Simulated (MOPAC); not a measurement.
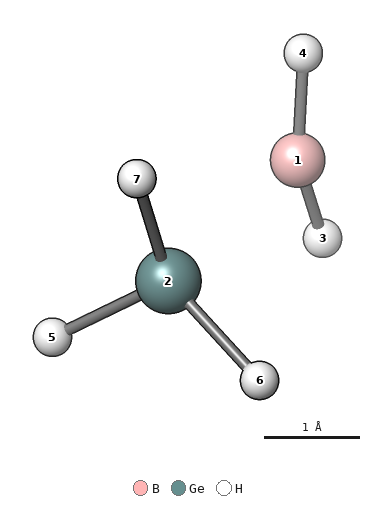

The starting structure (ball-and-stick view, seen at a tilt; atoms are numbered from 1 in the order of the input). Sticks mark near contacts. Bond lengths as drawn: B–H 1.17 Å and Ge–H 1.51 Å.

## Run report: GeBH₅ (charge +1), geometry relaxation (part 1 of 2)

The run: geometry relaxation of GeBH₅, charge +1, multiplicity 2. Method and program: PM6, unrestricted (MOPAC 23.2.5).

The starting geometry was optimised with PM6.

**The input (mol.mop)**
```
CYCLES=300 UHF GNORM=0.05 DISP DOUBLET CHARGE=1 PM6 AUX(PRECISION=9) THREADS=1
BGeH5 charge 1

B      0.000062 +1    -1.661807 +1     0.379300 +1
Ge     0.018179 +1     0.997238 +1    -0.219668 +1
H     -1.122769 +1    -1.986381 +1     0.361843 +1
H      1.118108 +1    -1.963740 +1     0.537867 +1
H     -0.611110 +1     1.096209 +1    -1.593544 +1
H     -0.810837 +1     1.651332 +1     0.865796 +1
H      1.476425 +1     1.404277 +1    -0.193189 +1
```

Run on 1 thread of Arm Neoverse V2, 24 GiB of memory available, shared host.

Launched with:
```bash
mopac mol.mop
```

**What the program printed**
```
MOPAC v23.2.5
PM6 CALCULATION RESULTS

 *  PM6        - The PM6 Hamiltonian to be used
 *  DOUBLET    - SPIN STATE DEFINED AS A DOUBLET
 *  UHF        - UNRESTRICTED HARTREE-FOCK CALCULATION
 *
 *
 *
 *                 CHARGE ON SYSTEM = +1
 *
 *
 *
 *  THREADS=1  - MULTI-THREADING NOT USED
 *  CYCLES=    - DO A MAXIMUM OF 300 STEPS
 *  GNORM      - EXIT WHEN GRADIENT NORM DROPS BELOW 0.050
 *  AUX        - OUTPUT AUXILIARY INFORMATION
 *  DISP       - PRINT DISPERSION AND HYDROGEN BOND ENERGIES
CYCLES=300 UHF GNORM=0.05 DISP DOUBLET CHARGE=1 PM6 AUX(PRECISION=9) THREADS=1
 BGeH5 charge 1

   ATOM   CHEMICAL          X               Y               Z
  NUMBER   SYMBOL      (ANGSTROMS)     (ANGSTROMS)     (ANGSTROMS)

     1       B          0.00006200  *  -1.66180700  *   0.37930000  *
     2      Ge          0.01817900  *   0.99723800  *  -0.21966800  *
     3       H         -1.12276900  *  -1.98638100  *   0.36184300  *
     4       H          1.11810800  *  -1.96374000  *   0.53786700  *
     5       H         -0.61111000  *   1.09620900  *  -1.59354400  *
     6       H         -0.81083700  *   1.65133200  *   0.86579600  *
     7       H          1.47642500  *   1.40427700  *  -0.19318900  *

          CARTESIAN COORDINATES

    NO.       ATOM           X           Y           Z

     1         B          0.0001     -1.6618      0.3793
     2        Ge          0.0182      0.9972     -0.2197
     3         H         -1.1228     -1.9864      0.3618
     4         H          1.1181     -1.9637      0.5379
     5         H         -0.6111      1.0962     -1.5935
     6         H         -0.8108      1.6513      0.8658
     7         H          1.4764      1.4043     -0.1932

           Empirical Formula: H5 B Ge  =     7 atoms

      MOLECULAR POINT GROUP   :   Cs

 DOUBLET STATE CALCULATION

          UHF CALCULATION, NO. OF ALPHA ELECTRONS =    6
                           NO. OF BETA  ELECTRONS =    5

          Geometry optimization using EF

          DIAGONAL MATRIX USED AS START HESSIAN
```

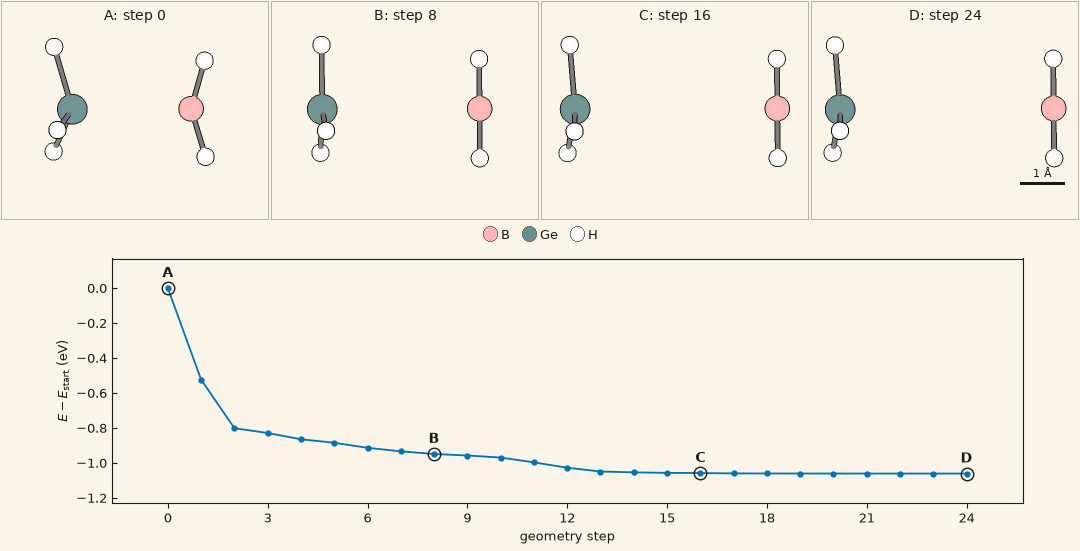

Frames of the relaxation (ball-and-stick view, seen at a tilt) above the curves, on which the letters mark them (steps are counted from 0).

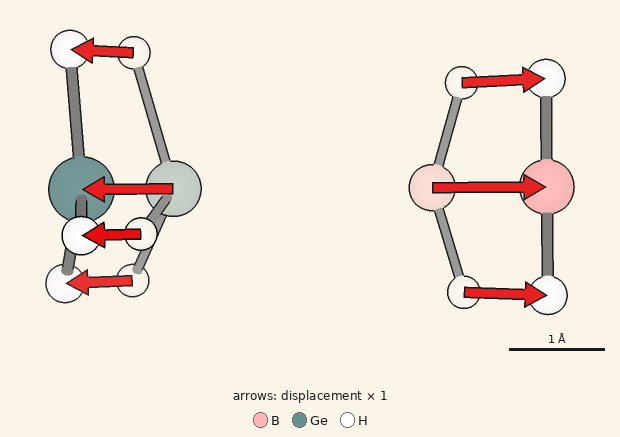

Start (faint) and end (solid) with the displacements as red arrows, at true length (ball-and-stick view, seen at a tilt). The two geometries are laid on each other by the best rigid fit. The largest move after the best rigid fit is that of B1, 1.21 Å. By element the largest moves are B 1.21 Å, Ge 0.97 Å, H 0.89 Å. Among the contacts that change: Ge2–H5 1.514 → 1.506 Å, B1–H3 1.169 → 1.163 Å. Among the angles that change: H3–B1–H4 148.1° → 179.9°, H5–Ge2–H6 113.2° → 119.6°. Over 24 geometry steps the energy falls by 1.060 eV. The largest force component goes from 2.8 to 0.0013 eV/Å. (Atoms are counted from 1 in the order of the input.)

```
 CYCLE:     1 TIME:   0.004 TIME LEFT:  2.00D  GRAD.:    97.322 HEAT:  297.1071
 CYCLE:     2 TIME:   0.004 TIME LEFT:  2.00D  GRAD.:    59.399 HEAT:  285.0383
 CYCLE:     3 TIME:   0.000 TIME LEFT:  2.00D  GRAD.:    30.138 HEAT:  278.6418
 CYCLE:     4 TIME:   0.000 TIME LEFT:  2.00D  GRAD.:    37.559 HEAT:  278.0058
 CYCLE:     5 TIME:   0.004 TIME LEFT:  2.00D  GRAD.:    16.928 HEAT:  277.1815
 CYCLE:     6 TIME:   0.000 TIME LEFT:  2.00D  GRAD.:    13.035 HEAT:  276.7209
 CYCLE:     7 TIME:   0.004 TIME LEFT:  2.00D  GRAD.:    16.127 HEAT:  276.0521
 CYCLE:     8 TIME:   0.000 TIME LEFT:  2.00D  GRAD.:    15.420 HEAT:  275.5904
 CYCLE:     9 TIME:   0.004 TIME LEFT:  2.00D  GRAD.:    10.919 HEAT:  275.2399
 CYCLE:    10 TIME:   0.000 TIME LEFT:  2.00D  GRAD.:    10.131 HEAT:  275.0370
 CYCLE:    11 TIME:   0.000 TIME LEFT:  2.00D  GRAD.:    12.810 HEAT:  274.7695
 CYCLE:    12 TIME:   0.004 TIME LEFT:  2.00D  GRAD.:    18.398 HEAT:  274.1323
 CYCLE:    13 TIME:   0.000 TIME LEFT:  2.00D  GRAD.:    18.629 HEAT:  273.4259
 CYCLE:    14 TIME:   0.004 TIME LEFT:  2.00D  GRAD.:     9.140 HEAT:  272.9263
 CYCLE:    15 TIME:   0.000 TIME LEFT:  2.00D  GRAD.:     4.411 HEAT:  272.8170
 CYCLE:    16 TIME:   0.000 TIME LEFT:  2.00D  GRAD.:     4.064 HEAT:  272.7500
 CYCLE:    17 TIME:   0.004 TIME LEFT:  2.00D  GRAD.:     4.107 HEAT:  272.7204
 CYCLE:    18 TIME:   0.004 TIME LEFT:  2.00D  GRAD.:     2.685 HEAT:  272.6770
 CYCLE:    19 TIME:   0.000 TIME LEFT:  2.00D  GRAD.:     1.835 HEAT:  272.6671
 CYCLE:    20 TIME:   0.000 TIME LEFT:  2.00D  GRAD.:     1.177 HEAT:  272.6620
 CYCLE:    21 TIME:   0.004 TIME LEFT:  2.00D  GRAD.:     0.877 HEAT:  272.6604
 CYCLE:    22 TIME:   0.000 TIME LEFT:  2.00D  GRAD.:     0.502 HEAT:  272.6576
 CYCLE:    23 TIME:   0.004 TIME LEFT:  2.00D  GRAD.:     0.151 HEAT:  272.6573
 CYCLE:    24 TIME:   0.000 TIME LEFT:  2.00D  GRAD.:     0.056 HEAT:  272.6572
 CYCLE:    25 TIME:   0.004 TIME LEFT:  2.00D  GRAD.:     0.043 HEAT:  272.6572

     GRADIENT =  0.04309 IS LESS THAN CUTOFF =  0.05000

 -------------------------------------------------------------------------------
 CYCLES=300 UHF GNORM=0.05 DISP DOUBLET CHARGE=1 PM6 AUX(PRECISION=9) THREADS=1
 BGeH5 charge 1

     GEOMETRY OPTIMISED USING EIGENVECTOR FOLLOWING (EF).
     SCF FIELD WAS ACHIEVED

                              PM6 CALCULATION

          FINAL HEAT OF FORMATION =        272.65722 KCAL/MOL =    1140.79780 KJ/MOL

          TOTAL ENERGY            =      -4420.31305 KCAL/MOL = ELECTRONIC ENERGY + CORE-CORE REPULSION
          ENERGY OF ATOMS         =       4692.97027 KCAL/MOL
                              SUM =        272.65722 KCAL/MOL
          DISPERSION ENERGY       =          0.00000 KCAL/MOL
                              SUM =        272.65722 KCAL/MOL = FINAL HEAT OF FORMATION

          TOTAL ENERGY            =       -191.68292 EV
          ELECTRONIC ENERGY       =       -454.68163 EV
          CORE-CORE REPULSION     =        262.99871 EV
          COSMO AREA              =        129.88 SQUARE ANGSTROMS
          COSMO VOLUME            =        108.67 CUBIC ANGSTROMS

          GRADIENT NORM           =          0.04309          =       0.01629 PER ATOM
          IONIZATION POTENTIAL    =         11.053733 EV
          ALPHA SOMO LUMO (EV)    =        -11.054 -6.297
          BETA  SOMO LUMO (EV)    =        -15.120 -6.296
          NO. OF ALPHA ELECTRONS  =          6
          NO. OF BETA  ELECTRONS  =          5
          MOLECULAR WEIGHT        =         88.4395         POINT GROUP:  Cs

          MOLECULAR DIMENSIONS (Angstroms)

            Atom       Atom       Distance
            H     7    H     3     5.66801
            H     4    H     5     4.26481
            H     6    H     5     2.46427

          SCF CALCULATIONS        =         26

          WALL-CLOCK TIME         =      0.055 SECONDS
          COMPUTATION TIME        =      0.026 SECONDS

   ATOM   CHEMICAL          X               Y               Z
  NUMBER   SYMBOL      (ANGSTROMS)     (ANGSTROMS)     (ANGSTROMS)

     1       B         -0.00939921  *  -3.09848753  *   0.71400932  *
     2      Ge          0.02210141  *   1.67841455  *  -0.37895766  *
     3       H         -1.16903378  *  -3.11008039  *   0.62337513  *
     4       H          1.15019061  *  -3.08941956  *   0.80547311  *
     5       H         -0.62315936  *   1.51924980  *  -1.73009539  *
     6       H         -0.83038956  *   2.00936347  *   0.81690021  *
     7       H          1.51990640  *   1.79681569  *  -0.28121993  *

                             CARTESIAN COORDINATES

   1    B       -0.009399211    -3.098487528     0.714009319
   2   Ge        0.022101413     1.678414553    -0.378957663
   3    H       -1.169033777    -3.110080385     0.623375128
   4    H        1.150190614    -3.089419556     0.805473107
   5    H       -0.623159365     1.519249796    -1.730095392
   6    H       -0.830389557     2.009363473     0.816900209
   7    H        1.519906400     1.796815688    -0.281219926

           Empirical Formula: H5 B Ge  =     7 atoms

      MOLECULAR POINT GROUP   :   Cs

          ALPHA EIGENVALUES
 -23.03524 -21.24468 -19.66955 -15.24068 -15.22788 -11.05373  -6.29654  -6.29076
  -4.23236  -0.09162  -0.08293   0.03607   0.40631

           BETA EIGENVALUES
 -23.03498 -21.12317 -19.66954 -15.13352 -15.12049  -6.29626  -6.29058  -4.94783
  -4.23222  -0.01902  -0.01130   0.03617   0.38021

              NET ATOMIC CHARGES AND DIPOLE CONTRIBUTIONS

  ATOM NO.   TYPE          CHARGE      No. of ELECS.   s-Pop       p-Pop
    1          B           0.932988        2.0670     1.23691     0.83011
    2         Ge          -0.418901        4.4189     1.27182     3.14708
    3          H           0.033367        0.9666     0.96663
    4          H           0.033337        0.9667     0.96666
    5          H           0.140745        0.8593     0.85925
    6          H           0.138496        0.8615     0.86150
    7          H           0.139968        0.8600     0.86003
 DIPOLE           X         Y         Z       TOTAL
 POINT-CHG.    -0.126   -19.434     4.438    19.935
 HYBRID        -0.001     0.247    -0.046     0.251
 SUM           -0.127   -19.187     4.392    19.684

          ATOMIC ORBITAL ELECTRON POPULATIONS

     Atom    s        px        py        pz
    1  B   1.23691   0.82464   0.00036   0.00510
    2 Ge   1.27182   1.07772   0.99421   1.07516
    3  H   0.96663
    4  H   0.96666
    5  H   0.85925
    6  H   0.86150
    7  H   0.86003

                    (SZ)    =    0.500000
                    (S**2)  =    0.752588

          ATOMIC ORBITAL SPIN POPULATIONS

    Atom   Total    s     px     py     pz
         Atomic
    1  B  0.0004  0.000  0.000  0.000  0.000
    2 Ge  1.0795  0.021  0.034  0.957  0.068
    3  H -0.0000 -0.000
    4  H -0.0000 -0.000
    5  H -0.0267 -0.027
    6  H -0.0265 -0.027
    7  H -0.0266 -0.027

 *                    *
 * JOB ENDED NORMALLY *
 *                    *

 TOTAL JOB TIME:             0.05 SECONDS

 == MOPAC DONE ==
```

**Trajectory as extended XYZ (Å, eV, eV/Å), 25 frames, from step=0 to step=24**
```
7
Properties=species:S:1:pos:R:3:forces:R:3 step=0 energy=12.88378
B     0.0001   -1.6618    0.3793   -0.0224  -2.8153   0.6339
Ge    0.0182    0.9972   -0.2197    0.0172   2.8313  -0.6383
H    -1.1228   -1.9864    0.3618   -0.1886   0.4870  -0.1252
H     1.1181   -1.9637    0.5379    0.1962   0.4903  -0.0948
H    -0.6111    1.0962   -1.5935   -0.0914  -0.3747  -0.1136
H    -0.8108    1.6513    0.8658   -0.1216  -0.2930   0.2472
H     1.4764    1.4043   -0.1932    0.2106  -0.3255   0.0907
7
Properties=species:S:1:pos:R:3:forces:R:3 step=1 energy=12.36043
B    -0.0008   -1.8204    0.4303   -0.1855  -1.3377   0.1355
Ge    0.0185    1.0633   -0.2404   -0.2303   1.6329   0.0267
H    -1.1273   -1.9725    0.3396   -0.8109   0.1425  -0.0198
H     1.1225   -1.9503    0.5183    0.9878   0.1385   0.1230
H    -0.6133    1.0741   -1.5997   -0.1675  -0.2068  -0.2768
H    -0.8135    1.6282    0.9041    0.0061  -0.2365  -0.0302
H     1.4813    1.3814   -0.1751    0.4001  -0.1329   0.0416
7
Properties=species:S:1:pos:R:3:forces:R:3 step=2 energy=12.08305
B    -0.0046   -1.9820    0.4643    0.2697  -0.3746  -0.0425
Ge    0.0175    1.1340   -0.2499   -0.2311   0.7029  -0.7275
H    -1.1593   -1.9658    0.3412   -0.1142  -0.1162   0.0896
H     1.1639   -1.9456    0.5257   -0.1611  -0.1199   0.0918
H    -0.6222    1.0457   -1.6442    0.1557  -0.0348   0.4404
H    -0.8105    1.5981    0.9125   -0.1685  -0.0126   0.1440
H     1.4994    1.3574   -0.1780    0.2496  -0.0447   0.0043
7
Properties=species:S:1:pos:R:3:forces:R:3 step=3 energy=12.05547
B    -0.0026   -2.0742    0.4770    0.0044   0.2790  -0.0696
Ge    0.0158    1.1769   -0.2713    0.2497   0.5888   0.8396
H    -1.1768   -1.9734    0.3499    0.5200  -0.3518   0.1273
H     1.1743   -1.9559    0.5535   -0.5283  -0.3579   0.0381
H    -0.6185    1.0324   -1.5905   -0.3321  -0.0747  -0.6737
H    -0.8149    1.5825    0.9412    0.1002  -0.0714  -0.2243
H     1.5145    1.3422   -0.1573   -0.0140  -0.0120  -0.0375
```
